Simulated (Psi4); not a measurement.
# CCSD/def2-SVP run of SiH2O2F2 (SMILES O[Si](O)(F)F)

Aim: the vertical singlet–triplet gap of SiH2O2F2 at CCSD/def2-SVP, from 2 runs. 

Program for the calculation: Psi4 1.11.

1 further run of the same task is left out (set aside as unsound or not needed).

**1. The molecule**

SiH2O2F2 has 7 atoms, charge 0, and is taken as a singlet. As SMILES, `O[Si](O)(F)F`. The shape is that of a PBE0-D4/def2-TZVP optimisation. This is one conformer, not always the lowest.

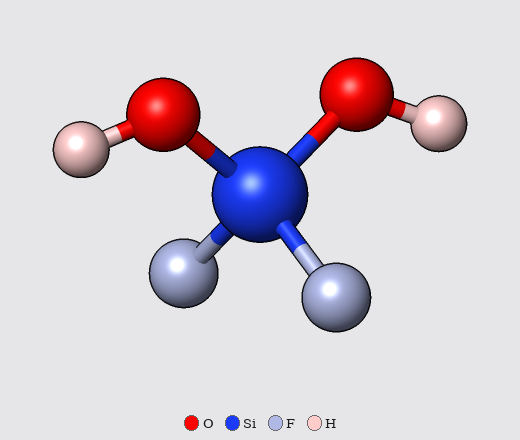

The structure, seen from a chosen angle (oxygen red, silicon blue, fluorine light blue, hydrogen pink).

**2. A single-point energy at CCSD/def2-SVP**

f2h2o2si.json

```json
{
  "schema_name": "qcschema_input",
  "schema_version": 1,
  "molecule": {
    "schema_name": "qcschema_molecule",
    "schema_version": 2,
    "symbols": ["O", "Si", "O", "F", "F", "H", "H"],
    "geometry": [-2.12216244, 0.83866045, 1.68280111, -0.02097596, -0.03420404, -0.33504844, 2.49670616, -0.73056812, 1.22208588, -0.91368258, -2.38615718, -1.95322092, 0.44975482, 2.13879203, -2.33589046, -3.456876, 1.93186702, 1.13799307, 3.68288724, -1.88689154, 0.49510824],
    "molecular_charge": 0,
    "molecular_multiplicity": 1,
    "fix_symmetry": "c1",
    "fix_com": true,
    "fix_orientation": true
  },
  "driver": "energy",
  "model": {
    "method": "ccsd",
    "basis": "def2-SVP"
  },
  "keywords": {
    "puream": true,
    "e_convergence": 1e-09,
    "d_convergence": 1e-08,
    "scf_type": "pk",
    "num_frozen_docc": 9
  }
}
```

Run with:

```
$ psi4 --qcschema f2h2o2si.json -n 1 --memory 2200MB
```

stdout (excerpt; [...] marks lines left out):

```text
[...]
  Running in c1 symmetry.
[...]
  Nuclear repulsion =  270.470000842260276
[...]
  Multiplicity = 1
[...]
  Nalpha       = 25
  Nbeta        = 25
[...]
    Number of basis functions: 84
[...]
   @RHF iter   1:  -638.40603087860518   -9.56149e-01   7.64758e-03 DIIS/ADIIS
[...]
   @RHF iter  11:  -638.56352407664133   -2.16005e-12   3.13515e-09 DIIS
[...]
    Orbital Energies [Eh]
    ---------------------
    Doubly Occupied:
       1A    -68.888323     2A    -26.296547     3A    -26.296505
       4A    -20.580499     5A    -20.580484     6A     -6.242369
       7A     -4.355882     8A     -4.355846     9A     -4.355026
      10A     -1.595757    11A     -1.571951    12A     -1.368455
      13A     -1.346646    14A     -0.823819    15A     -0.760803
      16A     -0.736446    17A     -0.722772    18A     -0.693056
      19A     -0.688337    20A     -0.674143    21A     -0.653392
      22A     -0.585534    23A     -0.574476    24A     -0.552567
      25A     -0.544453
[...]
  @RHF Final Energy:  -638.56352407664133
   => Energetics <=
    Nuclear Repulsion Energy =            270.4700008422602764
    One-Electron Energy =               -1426.3788750008502575
    Two-Electron Energy =                 517.3453500819485953
    Total Energy =                       -638.5635240766413290
[...]
 Multipole Moments:
 ------------------------------------------------------------------------------------
     Multipole            Electronic (a.u.)      Nuclear  (a.u.)        Total (a.u.)
 ------------------------------------------------------------------------------------
 L = 1.  Multiply by 2.5417464519 to convert [e a0] to [Debye]
 Dipole X            :          1.2294704           -1.2466523           -0.0171819
 Dipole Y            :          1.7881228           -1.7954288           -0.0073060
 Dipole Z            :         18.2722995          -18.4204834           -0.1481838
 Magnitude           :                                                    0.1493554
[...]
      * MP2 total energy                      = -639.391255419694858
[...]
      * CCSD total energy                     = -639.406125175867260
[...]
```

The result, in JSON:

```text
{
 "driver": "energy",
 "model": {
  "method": "ccsd",
  "basis": "def2-SVP"
 },
 "success": true,
 "return_result": -639.4061251758673,
 "properties": {
  "calcinfo_nbasis": 84,
  "calcinfo_nmo": 84,
  "calcinfo_nalpha": 25,
  "calcinfo_nbeta": 25,
  "calcinfo_natom": 7,
  "nuclear_repulsion_energy": 270.4700008422603,
  "return_energy": -639.4061251758673,
  "scf_one_electron_energy": -1426.3788750008503,
  "scf_two_electron_energy": 517.3453500819486,
  "scf_dipole_moment": [-0.017181926455083207, -0.007306034259588534, -0.14818381820898452],
  "scf_total_energy": -638.5635240766413,
  "scf_iterations": 11,
  "mp2_same_spin_correlation_energy": -0.22598015456800125,
  "mp2_opposite_spin_correlation_energy": -0.6017511884881958,
  "mp2_singles_energy": -2.647522454513241e-28,
  "mp2_doubles_energy": -0.827731343056197,
  "mp2_correlation_energy": -0.827731343056197,
  "mp2_total_energy": -639.3912554196949,
  "ccsd_same_spin_correlation_energy": -0.20000165068356468,
  "ccsd_opposite_spin_correlation_energy": -0.64259944854503,
  "ccsd_singles_energy": 0.0,
  "ccsd_doubles_energy": -0.8426010992285947,
  "ccsd_correlation_energy": -0.8426010992285947,
  "ccsd_total_energy": -639.4061251758673,
  "ccsd_iterations": 14
 }
}
```

Wall time 18 s (1 thread of Intel Xeon Platinum 8375C at 2.90GHz (Ice Lake), shared host); peak memory 0.49 GiB.

**3. The triplet at the same level**

f2h2o2si.dat

```
memory 2.2 GB

molecule {
  0 3
  O     -1.123000     0.443800     0.890500
  Si    -0.011100    -0.018100    -0.177300
  O      1.321200    -0.386600     0.646700
  F     -0.483500    -1.262700    -1.033600
  F      0.238000     1.131800    -1.236100
  H     -1.829300     1.022300     0.602200
  H      1.948900    -0.998500     0.262000
  symmetry c1
}

set reference uhf
set puream true
set e_convergence 1e-09
set d_convergence 1e-08
set scf_type pk
set num_frozen_docc 9
set maxiter 100

e, wfn = energy("ccsd/def2-SVP", return_wfn=True)
```

Run with:

```
$ psi4 -i f2h2o2si.dat -o f2h2o2si.out -n 1
```

f2h2o2si.out (excerpt; [...] marks lines left out):

```text
[...]
  Running in c1 symmetry.
[...]
  Nuclear repulsion =  270.470000707396764
[...]
  Multiplicity = 3
[...]
  Nalpha       = 26
  Nbeta        = 24
[...]
    Number of basis functions: 84
[...]
   @UHF iter   1:  -638.05332791105911   -6.03446e-01   5.91401e-03 ADIIS/DIIS
[...]
   @UHF iter  24:  -638.17280715266247   -1.02318e-12   8.61015e-09 DIIS
[...]
   @S^2 Observed:                2.056136327E+00
[...]
    Orbital Energies [Eh]
    ---------------------
    Alpha Occupied:
       1A    -68.924645     2A    -26.308951     3A    -26.308912
       4A    -20.719799     5A    -20.719738     6A     -6.280793
       7A     -4.393468     8A     -4.392951     9A     -4.391462
      10A     -1.611866    11A     -1.585943    12A     -1.512246
      13A     -1.497054    14A     -0.907689    15A     -0.825067
      16A     -0.798763    17A     -0.769852    18A     -0.737886
      19A     -0.736299    20A     -0.717379    21A     -0.708879
      22A     -0.687005    23A     -0.669066    24A     -0.666013
      25A     -0.656951    26A     -0.095747
    Alpha Virtual:
[...]
  @UHF Final Energy:  -638.17280715266247
   => Energetics <=
    Nuclear Repulsion Energy =            270.4700007073967640
    One-Electron Energy =               -1423.6231887763281065
    Two-Electron Energy =                 514.9803809162688140
    Total Energy =                       -638.1728071526624717
  UHF NO Occupations:
  HONO-2 :   24  A 1.9744893
  HONO-1 :   25  A 1.0000000
[...]
 Multipole Moments:
 ------------------------------------------------------------------------------------
     Multipole            Electronic (a.u.)      Nuclear  (a.u.)        Total (a.u.)
 ------------------------------------------------------------------------------------
 L = 1.  Multiply by 2.5417464519 to convert [e a0] to [Debye]
 Dipole X            :         -0.2991586            0.3447560            0.0455974
 Dipole Y            :         -0.1271539            0.1460807            0.0189268
 Dipole Z            :         -2.5714274            2.9592576            0.3878301
 Magnitude           :                                                    0.3909598
[...]
      * MP2 total energy                      = -639.035830786266615
[...]
      * CCSD total energy                     = -639.051039784927752
[...]
```

It took 89 s on 1 thread of Intel Xeon Platinum 8375C at 2.90GHz (Ice Lake), shared host; peak memory 0.53 GiB.

**4. Summary of results**

Level: CCSD/def2-SVP, 9 core orbitals frozen.

| quantity | value |
| --- | --- |
| singlet: total energy | -639.40613 Eh |
| singlet: HOMO energy (Hartree–Fock orbitals) | -14.82 eV |
| singlet: LUMO energy (Hartree–Fock orbitals) | 4.07 eV |
| singlet: HOMO–LUMO gap (Hartree–Fock orbitals) | 18.89 eV |
| singlet: correlation energy (9 core orbitals frozen) | -842.6 mEh |
| singlet: T1 diagnostic | 0.011 |
| triplet: total energy | -639.05104 Eh |
| triplet: HOMO energy (Hartree–Fock orbitals) (highest over α and β) | -2.61 eV |
| triplet: correlation energy (9 core orbitals frozen) | -878.2 mEh |
| triplet: ⟨S²⟩ of the reference determinant | 2.056 |
| triplet: T1 diagnostic | 0.028 |
| vertical energy of the triplet above the singlet | 9.662 eV |

In words: At this shape the triplet lies 9.66 eV (932 kJ/mol) above the singlet.
